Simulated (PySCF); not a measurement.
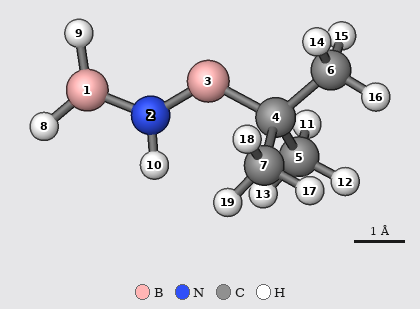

*The input geometry (ball-and-stick view, seen at a tilt; atoms are numbered from 1 in the order of the input).*

**EPR calculation, with input and output: C4H12B2N**

- system: C4H12B2N, multiplicity 2
- method: UKS B3LYP, pcH-1 on B C H N, non-relativistic, mean-field spin-orbit, GIAO (PySCF 2.14.0)

It belongs to a series of runs on one base structure; here: H removed from B.

Input file
```
{"job": {"kind": "epr", "basis": "pcH-1"}, "charge": 0, "multiplicity": 2}
B      3.201540     0.172944     0.927490
N      1.935200     0.197479     0.314607
B      0.737200    -0.391993     0.749523
C     -0.660069    -0.173901     0.003943
C     -0.559712    -0.734036    -1.426208
C     -1.842143    -0.862582     0.702674
C     -0.966238     1.332622    -0.076527
H      4.089742     0.758794     0.433041
H      3.343025    -0.430163     1.919392
H      1.882243     0.740908    -0.546726
H     -0.327382    -1.796826    -1.406034
H     -1.506655    -0.600591    -1.949131
H      0.216467    -0.225866    -1.995965
H     -1.961770    -0.482259     1.714506
H     -1.679726    -1.936347     0.760348
H     -2.769679    -0.685248     0.158627
H     -1.916388     1.496918    -0.584519
H     -1.032942     1.763791     0.920183
H     -0.192517     1.865609    -0.626688
```

The first line tells a small driver script what to run in PySCF; the rest is the geometry in Å.

Command:
```bash
OMP_NUM_THREADS=1 python <driver script> task.json out
```

Output
```
UKS, coarse grid
  cycle   1  E = -264.04974653  |g| = 3.94e-01
  cycle   2  E = -264.01106637  |g| = 4.97e-01
  cycle   3  E = -264.12976305  |g| = 5.37e-02
  cycle   4  E = -264.13081408  |g| = 2.91e-02
  cycle   5  E = -264.13118294  |g| = 7.36e-03
  cycle   6  E = -264.13120879  |g| = 2.30e-03
  cycle   7  E = -264.13121262  |g| = 9.25e-04
UKS, final grid
  cycle   1  E = -264.13123484  |g| = 1.28e-03
  cycle   2  E = -264.13123399  |g| = 1.91e-03
  cycle   3  E = -264.13123560  |g| = 1.30e-04
  cycle   4  E = -264.13123561  |g| = 4.43e-05
  cycle   5  E = -264.13123561  |g| = 2.01e-05
E = -264.13123561 Eh   <S^2> = 0.7517 (exact 0.7500)
g shifts (ppm)      1          2          3
  rmc          -104       -104       -104
  gc             16         29         -1
  oz_so        -755        -58        184
  total        -843       -133         80
hyperfine (MHz)  atom isotope    a_iso     a_fc   dipolar eigenvalues
    0   11B      26.54      26.54     -2.03     -1.12      3.15
    1   14N      24.99      24.99     -2.19     -0.31      2.50
    2   11B     431.90     431.90    -41.26    -38.85     80.11
    3   13C      53.60      53.60     -7.46     -6.03     13.49
    4   13C       2.27       2.27     -1.57     -1.17      2.74
    5   13C      20.36      20.36     -1.52     -1.39      2.91
    6   13C       3.31       3.31     -1.68     -1.35      3.03
    7    1H       0.38       0.38     -1.68     -1.11      2.79
    8    1H       1.67       1.67     -3.97     -2.79      6.76
    9    1H      80.57      80.57     -4.03     -2.73      6.75
   10    1H      -0.34      -0.34     -2.93     -1.85      4.78
   11    1H       5.24       5.24     -1.88     -1.00      2.88
   12    1H      -0.50      -0.50     -2.48     -1.61      4.09
   13    1H      -0.38      -0.38     -3.63     -2.45      6.08
   14    1H      -0.39      -0.39     -3.66     -2.45      6.12
   15    1H       0.56       0.56     -1.75     -1.50      3.25
   16    1H       6.16       6.16     -1.93     -0.97      2.89
   17    1H      -0.29      -0.29     -2.90     -1.75      4.65
   18    1H      -0.62      -0.62     -2.56     -1.49      4.06
```

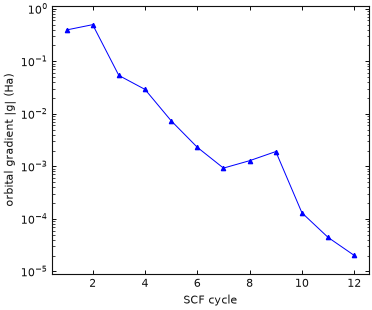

*Convergence of the self-consistent field: orbital gradient |g| against the SCF cycle.*

All cycles printed in the log are drawn one after another.

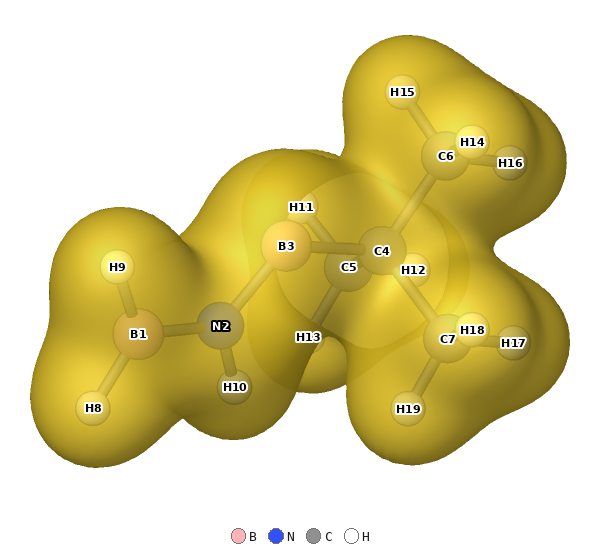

*Isosurface of the electron density at 0.1 e/Å³ (yellow), seen at an oblique angle.*

At this value the surface is in one piece. On the grid the lowest density along these lines, outside the cores, is 1.5 e/Å³ (B–N, 1.40 Å), 1.6 e/Å³ (C–C, 1.54 Å), 1.2 e/Å³ (C–B, 1.60 Å) and 2.3 e/Å³ (N–H, 1.02 Å).

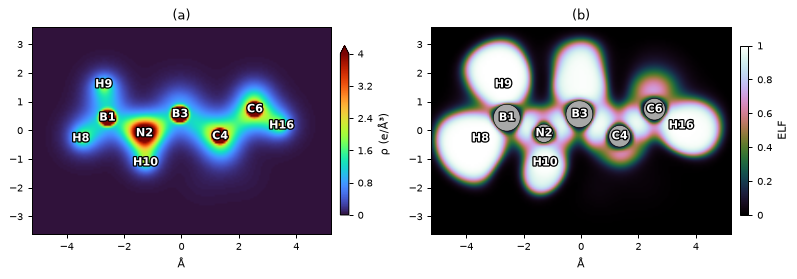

*(a) total electron density; (b) ELF on the plane of atoms N2, B3 and C4. Grey discs, where drawn, cover atomic cores.*

The section cuts through B, N, C and H sites. C–C (1.54 Å): ρ is about 1.6 e/Å³ halfway; the ELF peaks at about 0.95 between the atoms (a shared electron pair). N–H (1.02 Å): ρ at the midpoint is about 2.8 e/Å³, with its minimum of 2.3 e/Å³ about 0.7 Å from N; the ELF climbs to about 1 towards the hydrogen, as it does in any bond to H; a covalent bond by its length. C–H (1.09 Å): ρ is about 2 e/Å³ halfway; the ELF climbs to about 1 towards the hydrogen; a covalent bond by its length.

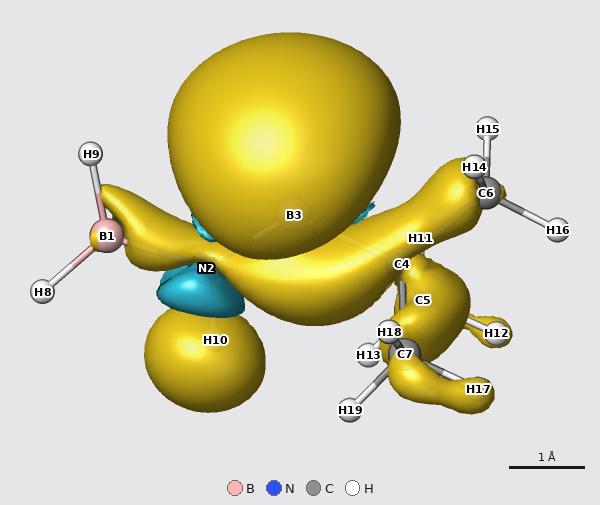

*Isosurfaces of the spin density (α minus β) at +0.004 (yellow) and −0.004 e/Å³ (cyan), seen at a tilt.*

The unpaired spin (1 electron) lies mostly on B3 (about 0.7) and C4 (about 0.1), in electrons by Hirshfeld's partition.

Results in brief

```csv
quantity,value
outcome,converged
total energy,−264.131236 hartree
⟨S²⟩,0.752
isotropic g,2.0020
hardware,"1 CPU thread, shared host"
wall time,63 s
peak memory,1.1 GiB
```
